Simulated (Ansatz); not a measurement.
**CCSD/STO-3G run of SiPH5 (SMILES [SiH3]P)**

Aim: the electronic atomisation energy of SiPH5 at CCSD/STO-3G, from 4 runs. 

Program for the calculation: Ansatz 0.2.0.

50 further runs of the same task are left out: 50 set aside as unsound or not needed.

### Step 1. Starting point

The species is SiPH5 (7 atoms), meant as a singlet with charge 0. SMILES: `[SiH3]P`. The shape is that of a GFN2-xTB optimisation.

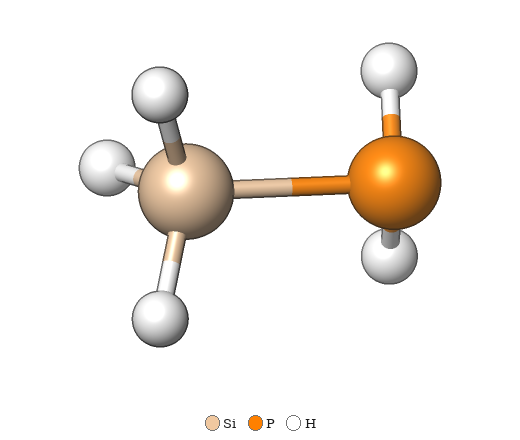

Viewed from a chosen angle; silicon light orange, phosphorus orange, hydrogen white.

### Step 2. A single-point energy at CCSD/STO-3G

input.yaml

```yaml
crystal:
  periodic: [false, false, false]
  atoms:
    - {symbol: Si, position_ang: [-0.640830, -0.361550, -0.395920]}
    - {symbol: P, position_ang: [1.061310, -0.009120, 1.007680]}
    - {symbol: H, position_ang: [-1.825500, -0.602940, 0.426340]}
    - {symbol: H, position_ang: [-0.298920, -1.544330, -1.184630]}
    - {symbol: H, position_ang: [-0.890510, 0.768910, -1.293660]}
    - {symbol: H, position_ang: [0.664680, 1.260240, 1.387120]}
    - {symbol: H, position_ang: [1.929760, 0.488790, 0.053060]}
basis:
  gaussian:
    orbitals: STO-3G
correlation:
  method: ccsd
  frozen_orbitals: {H: 0, P: 5, Si: 5}
accuracy: high
scf:
  omitted_lower_state_checks: [cluster_reference, increment]
```

Run with:

```bash
$ ansatz run input.yaml --threads 1 --pin off --max-ram 2610MiB --events-out events.jsonl --progress --plain --runs-dir runs
```

What it wrote, shortened:

```text
Warning: RAYON_NUM_THREADS=1 ignored (pool sized by the plan → 1); use --threads N
Functional definition: HF
  name "HF"
[...]
414 factors; integrals over basis functions are off by at most 1.0e-8 eV
[...]
mean field -17018.66626886 eV, -625.4244497142 hartree, gradient 2.1e-8 eV, S^2 0.000000; 0 other end points of the search recorded, 0 dependent functions left out
10 core orbitals not correlated: weight in the atoms' cores, before any rotation towards them, 1.000 or more for the frozen orbitals, at most 0.000 for the correlated occupied ones
reference -17018.66626886 eV, -625.4244497142 hartree; 7, 7 occupied and 6, 6 virtual orbitals, 414 factors
second order -2.07054598 eV of doubles, -0.00000000 eV of singles
cycle   1  -2.68510665 eV  change   -6.1e-1 eV  update   6.5e-2
[...]
cycle  17  -3.01621263 eV  change   -1.3e-9 eV  update  6.1e-10
Total energy: -17021.68248149 eV, -625.5352934840 hartree
Checks for a lower state left out: cluster_reference, increment
```

Run time: 0.23 s. Hardware: 1 thread of Arm Neoverse V1, shared host.

### Step 3. The H atom: the energy at UHF/STO-3G

job.yaml

```yaml
crystal:
  periodic: [false, false, false]
  atoms:
    - {symbol: H, position_ang: [0.000000, 0.000000, 0.000000]}
basis:
  gaussian:
    orbitals: STO-3G
magnetization:
  spin_polarized: true
  initial_magnetization: 1
hamiltonian:
  xc: hf
accuracy: high
```

Run with:

```bash
$ ansatz run job.yaml --threads 1 --pin off --max-ram 2610MiB --events-out events.jsonl --progress --plain --runs-dir runs
```

What it wrote:

```text
Warning: RAYON_NUM_THREADS=1 ignored (pool sized by the plan → 1); use --threads N
Functional definition: HF
  name "HF"
  exchange = exact_x
  correlation = 0
1 factors; integrals over basis functions are off by at most 4.6e-10 eV
mean field evaluation 1: about -12.6963 eV, gradient 0.0e0 eV
mean field evaluation 2: about -12.6963 eV, gradient 0.0e0 eV
mean field -12.69633895 eV, -0.4665818504 hartree, gradient 0.0e0 eV, S^2 0.750000; 0 other end points of the search recorded, 0 dependent functions left out
reference -12.69633895 eV, -0.4665818504 hartree; 1, 0 occupied and 0, 1 virtual orbitals, 1 factors
Total energy: -12.69633895 eV, -0.4665818504 hartree
```

Run time: 0.04 s. Hardware: 1 thread of Arm Neoverse V1, shared host.

### Step 4. The P atom at the same level

molecule.yaml

```yaml
basis:
  gaussian: {orbitals: STO-3G}
crystal:
  periodic: [false, false, false]
  atoms:
    - {symbol: P, position_ang: [0.000000, 0.000000, 0.000000]}
magnetization: {spin_polarized: true, initial_magnetization: 3}
correlation: {method: ccsd, frozen_orbitals: {P: 5}}
accuracy: high
scf: {omitted_lower_state_checks: [cluster_reference, increment]}
```

Run the same way, it converges to -336.86877 Eh (log not shown).

### Step 5. The Si atom

run.yaml

```yaml
basis:
  gaussian:
    orbitals: STO-3G
crystal:
  periodic: [false, false, false]
  atoms:
    - {symbol: Si, position_ang: [0.000000, 0.000000, 0.000000]}
magnetization:
  spin_polarized: true
  initial_magnetization: 2
correlation:
  method: ccsd
  frozen_orbitals: {Si: 5}
accuracy: high
scf:
  omitted_lower_state_checks: [cluster_reference, increment]
```

Run the same way, it converges to -285.47963 Eh (log not shown).

### Step 6. Results

At CCSD/STO-3G, 10 core orbitals frozen:

```
                                              quantity          value
                                molecule: total energy  -625.53529 Eh
molecule: correlation energy (10 core orbitals frozen)     -110.8 mEh
                               molecule: T1 diagnostic          0.005
                                  H atom: total energy    -0.46658 Eh
                                          H atom: ⟨S²⟩          0.750
                                  P atom: total energy  -336.86877 Eh
   P atom: correlation energy (5 core orbitals frozen)        0.0 mEh
             P atom: ⟨S²⟩ of the reference determinant          3.750
                                 P atom: T1 diagnostic          0.000
                                 Si atom: total energy  -285.47963 Eh
  Si atom: correlation energy (5 core orbitals frozen)      -13.4 mEh
            Si atom: ⟨S²⟩ of the reference determinant          2.000
                                Si atom: T1 diagnostic          0.000
                         electronic atomisation energy      23.238 eV
```

In words: Taking the molecule apart into free atoms costs 23.24 eV (2242 kJ/mol), before zero-point energy and without spin-orbit coupling. In a minimal basis such a difference can be off by several eV, whatever the method.
